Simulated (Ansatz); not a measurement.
# Calculations on C3H11NOSi

## 1. Relaxation

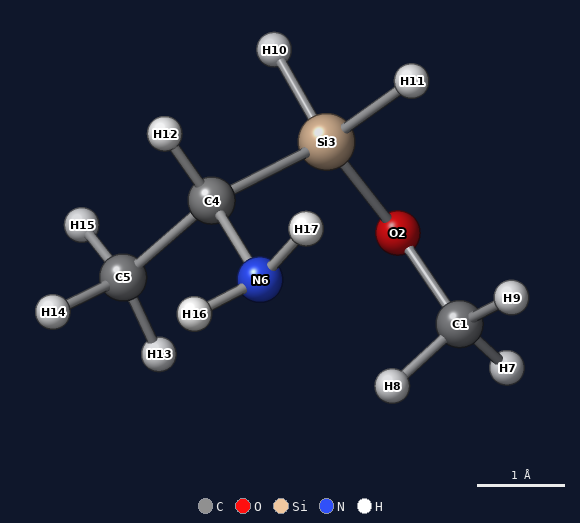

This is the input geometry for a relaxation of C₃H₁₁NOSi. A ball-and-stick model, seen at a tilt.

The run prepares an end point of a later path (torsion) calculation, from a guessed geometry.

Level of theory: RKS LDA/STO-3G in Ansatz 0.2.0.

Input file:
```yaml
crystal:
  periodic: [false, false, false]
  atoms:
    - { symbol: C, position_ang: [-0.0601, -2.1257, -1.0841] }
    - { symbol: O, position_ang: [0.761, -1.05, -1.5232] }
    - { symbol: Si, position_ang: [1.3704, -0.0137, -0.3928] }
    - { symbol: C, position_ang: [0.1672, 0.9227, 0.6602] }
    - { symbol: C, position_ang: [-0.9255, 1.6736, -0.1967] }
    - { symbol: "N", position_ang: [-0.6229, -0.0027, 1.5591] }
    - { symbol: H, position_ang: [-0.2673, -2.7374, -1.9462] }
    - { symbol: H, position_ang: [-1.0347, -1.6561, -0.7829] }
    - { symbol: H, position_ang: [0.339, -2.6692, -0.2549] }
    - { symbol: H, position_ang: [2.2618, 0.9836, -1.0446] }
    - { symbol: H, position_ang: [2.261, -0.8002, 0.5594] }
    - { symbol: H, position_ang: [0.6548, 1.6387, 1.3059] }
    - { symbol: H, position_ang: [-1.568, 1.0387, -0.8314] }
    - { symbol: H, position_ang: [-1.6491, 2.2482, 0.4776] }
    - { symbol: H, position_ang: [-0.433, 2.3926, -0.8286] }
    - { symbol: H, position_ang: [-1.3135, 0.5313, 2.1168] }
    - { symbol: H, position_ang: [0.0397, -0.3748, 2.2466] }
basis:
  gaussian: { orbitals: STO-3G }
hamiltonian:
  xc: lda
relax:
  f_tol: 0.015
  max_steps: 40
```

Launched with:
```bash
ansatz run input.yaml --threads 1 --pin off --max-ram 2048MiB --backend cpu --events-out ev --progress --plain --runs-dir out
```

> Predict the outcome.

H8 moves most after the best rigid fit: 0.95 Å. By element the largest moves are H 0.95 Å, C 0.31 Å, N 0.27 Å, O 0.12 Å, Si 0.11 Å. Some distances before and after: O2–Si3 1.650 → 1.713 Å, Si3–H11 1.523 → 1.461 Å, C1–O2 1.423 → 1.470 Å, C1–H9 1.069 → 1.116 Å. Among the angles between lasting bonds that change: C1–O2–Si3 118.5° → 106.2°, O2–Si3–C4 117.8° → 109.5°, H7–C1–H9 113.8° → 107.3°. Groups turn about C1–O2 by about 35°. The energy falls by 19.6 kcal/mol in 12 accepted moves (13 points after the start). Largest force component: 3.4 eV/Å at the start, 0.0074 eV/Å at the end. The line search rejected the trial step at point 7 of the run.

History of the run:

| step | E − E(0), kcal/mol | largest force component, eV/Å | note |
| --- | --- | --- | --- |
| 0 | 0.00 | 3.3851 |  |
| 1 | -13.39 | 1.1163 |  |
| 2 | -15.32 | 0.5492 |  |
| 3 | -16.37 | 0.4223 |  |
| 4 | -17.53 | 0.4377 |  |
| 5 | -18.76 | 0.3871 |  |
| 6 | -18.82 | 0.4347 |  |
| 7 | -18.34 | 0.2821 | rejected |
| 8 | -19.45 | 0.1272 |  |
| 9 | -19.50 | 0.1138 |  |
| 10 | -19.55 | 0.0638 |  |
| 11 | -19.57 | 0.0419 |  |
| 12 | -19.58 | 0.0153 |  |
| 13 | -19.58 | 0.0074 |  |

Final geometry:

```xyz
17

C    -0.1207   -1.8988   -0.8809
O     0.7539   -0.9514   -1.5873
Si    1.4748    0.0268   -0.3795
C     0.1188    0.8797    0.6404
C    -0.8732    1.6000   -0.2931
N    -0.6431   -0.2022    1.3790
H    -0.9051   -2.2251   -1.5945
H    -0.5990   -1.4273    0.0355
H     0.4399   -2.8105   -0.5657
H     2.2852    1.0112   -1.0721
H     2.3020   -0.7315    0.5559
H     0.5614    1.6294    1.3348
H    -1.2693    0.8943   -1.0417
H    -1.7221    2.0142    0.2777
H    -0.3766    2.4286   -0.8231
H    -1.4378    0.2878    1.8884
H    -0.0083   -0.5253    2.1663
```

The end point in the same view:

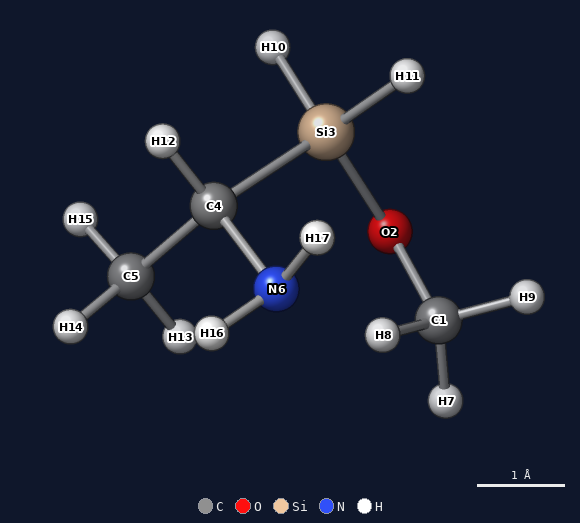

Limits of the set-up: STO-3G is a minimal basis, so the numbers are rough.

## 2. Relaxation

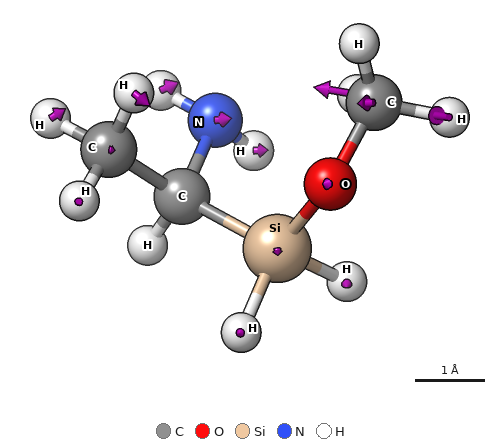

A relaxation of C₃H₁₁NOSi. The starting structure is drawn; purple arrows show the displacements, at their true length. The two geometries are superimposed by the best rigid fit.

A ball-and-stick model, seen at a tilt.

The run prepares an end point of a later path (torsion) calculation, from a guessed geometry.

Method: Ansatz, RKS LDA/STO-3G.

Input
```yaml
crystal:
  periodic: [false, false, false]
  atoms:
    - { symbol: C, position_ang: [-0.0601, -2.1257, -1.0841] }
    - { symbol: O, position_ang: [0.761, -1.05, -1.5232] }
    - { symbol: Si, position_ang: [1.05926, -0.8972, -3.13899] }
    - { symbol: C, position_ang: [1.90303, -2.30448, -3.99978] }
    - { symbol: C, position_ang: [3.2284, -2.75056, -3.2673] }
    - { symbol: "N", position_ang: [1.03895, -3.54618, -4.01407] }
    - { symbol: H, position_ang: [-0.2673, -2.7374, -1.9462] }
    - { symbol: H, position_ang: [-1.0347, -1.6561, -0.7829] }
    - { symbol: H, position_ang: [0.339, -2.6692, -0.2549] }
    - { symbol: H, position_ang: [1.86425, 0.32789, -3.39437] }
    - { symbol: H, position_ang: [-0.26366, -0.67708, -3.86] }
    - { symbol: H, position_ang: [2.13509, -2.07767, -5.03033] }
    - { symbol: H, position_ang: [3.11491, -3.10607, -2.22832] }
    - { symbol: H, position_ang: [3.73122, -3.61441, -3.82353] }
    - { symbol: H, position_ang: [3.91659, -1.92278, -3.2668] }
    - { symbol: H, position_ang: [1.53685, -4.33263, -4.46872] }
    - { symbol: H, position_ang: [0.24809, -3.34211, -4.63298] }
basis:
  gaussian: { orbitals: STO-3G }
hamiltonian:
  xc: lda
relax:
  f_tol: 0.015
  max_steps: 40
output:
  orbitals: {}
```

Run as
```bash
ansatz run input.yaml --threads 1 --pin off --max-ram 2048MiB --backend cpu --events-out ev --progress --plain --runs-dir out
```

What did the optimiser do to the structure, and how much energy did it gain?

Answer. The energy falls by 0.937 eV in 9 geometry steps. The largest force component goes from 3 to 0.0093 eV/Å. H7 moves most after the best rigid fit: 0.66 Å. By element the largest moves are H 0.66 Å, C 0.31 Å, N 0.29 Å, O 0.17 Å, Si 0.12 Å. Some distances before and after: O2–Si3 1.650 → 1.713 Å, Si3–H11 1.523 → 1.461 Å, C1–H7 1.077 → 1.136 Å, C1–O2 1.423 → 1.470 Å. Bond angles that change, for instance: C1–O2–Si3 118.5° → 106.2°, O2–Si3–C4 117.8° → 109.4°, O2–C1–H9 114.1° → 107.5°. Groups turn about C1–O2 by about 25°.

Limits of the set-up: STO-3G is a minimal basis, so the numbers are rough.

## 3. Path

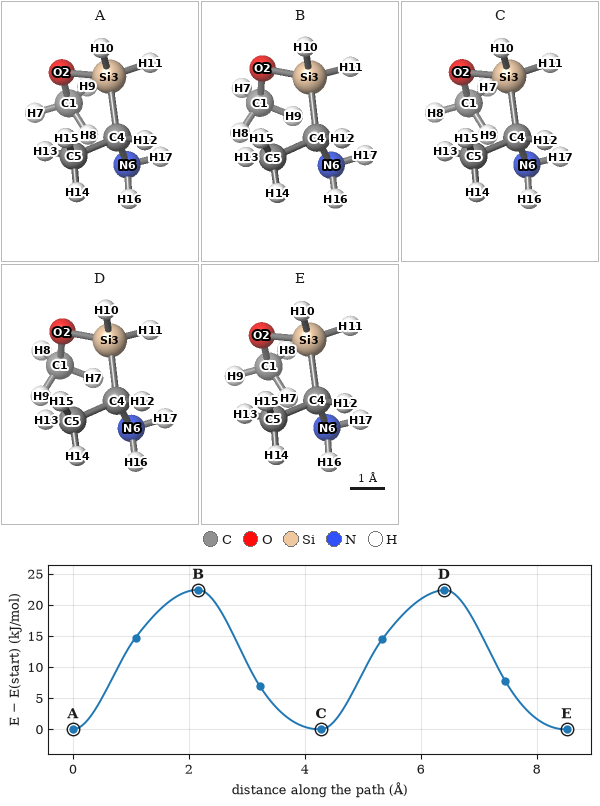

A nudged-elastic-band calculation for C3H11NOSi. Images are numbered from 0 (start) to 8 (end). Frames A to E are images 0, 2, 4, 6, 8. Style: ball-and-stick. Shown from a free direction.

The calculation used RKS LDA/STO-3G (Ansatz 0.2.0). Set-up: 7 movable images; climbing image; force threshold 0.03 eV/Å; iteration limit 51; starting path through a guess of the saddle point.

### Describe the mechanism and the energy profile.

The barrier is about 22.4 kJ/mol in both directions, with image 2 at the top; the ends have the same energy. The profile has 2 maxima (images 2, 6) with a dip at image 4 (0.0 kJ/mol), so the process runs in steps. The path has more than one stage, and so few images may leave a stage unresolved. No bond forms or breaks between the ends. Bond angles that change up to the highest image, for instance: O2–Si3–C4 109.5° → 114.1°, O2–C1–H9 111.3° → 114.9°. The band converged in 10 iterations. The largest component of the band force went from 160 to 0.022 eV/Å. The climbing image converged on the top of the path. Its vibrational analysis gives one imaginary mode (238i cm⁻¹), as a transition state must have.

Limits of the set-up: STO-3G is a minimal basis, so the numbers are rough.

The run took 6.1 min on 1 thread of Arm Neoverse N1, on a shared host, peak memory 0.22 GiB.
